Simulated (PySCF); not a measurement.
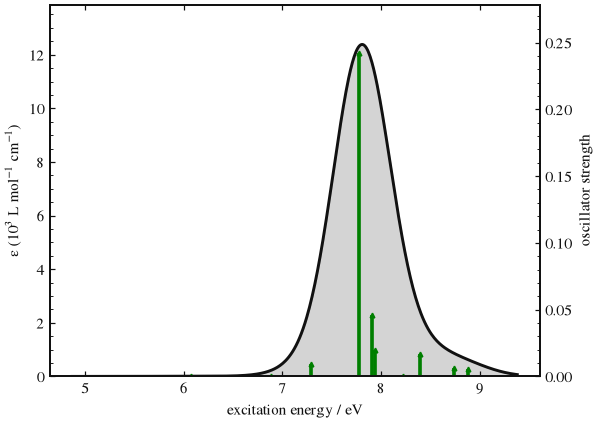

Vertical TDDFT excitations, PBE0/def2-SVPD with PySCF 2.14.0, at a PBE0-D3(BJ)/def2-SVP geometry (no frequency check), gas phase. Only the first 10 singlet excitations are included; each is broadened by a Gaussian of 1/e half-width 0.40 eV. Sticks give oscillator strengths (right axis).

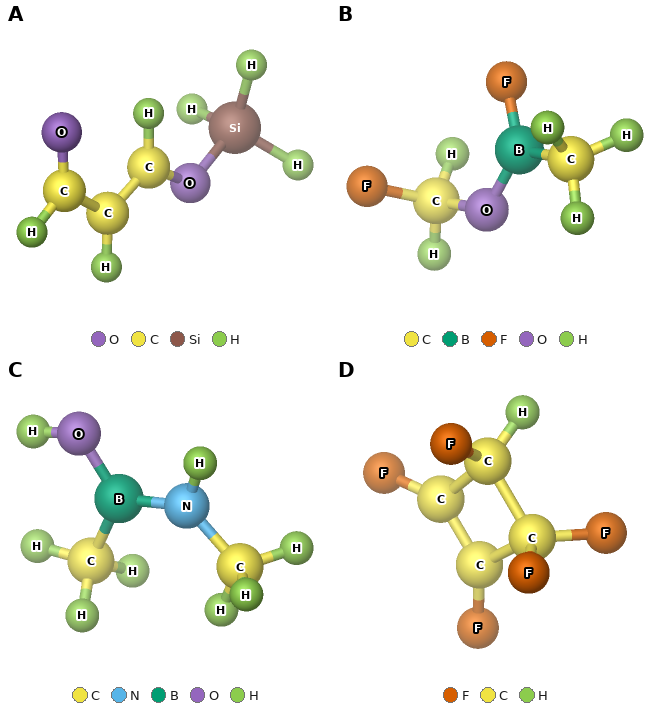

Question: Which molecule gives this spectrum? The candidates are drawn in the second picture.

Answer: Structure C, C₂H₈BNO, SMILES CNB(C)O. Its lowest singlet lies at 6.07 eV (f = 0.000) and the brightest of those computed is S4 at 7.78 eV (159 nm), f = 0.242, mainly HOMO → LUMO+3 (96 %).

Known limits of this run: states above the negative HOMO energy depend on the basis; one conformer of a flexible molecule; core orbitals are frozen in the response.
